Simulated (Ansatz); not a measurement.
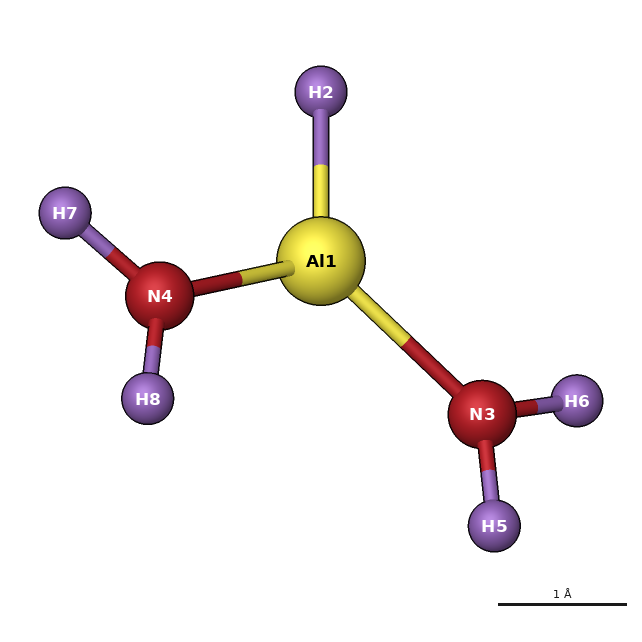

Orthographic view with a scale bar. Computed geometry: PBE0-D4/def2-TZVP optimisation.

Reconstruct the coordinates (Å) as seen: x to the right, y up, z towards the viewer, origin at the mean of the atomic positions.

```xyz
8
AlH5N2
Al   0.00   0.50  -0.32
H    0.00   1.84  -1.18
N    1.27  -0.70  -0.57
N   -1.27   0.23   0.88
H    1.36  -1.58  -0.09
H    2.01  -0.59  -1.24
H   -2.01   0.88   1.06
H   -1.36  -0.58   1.47
```
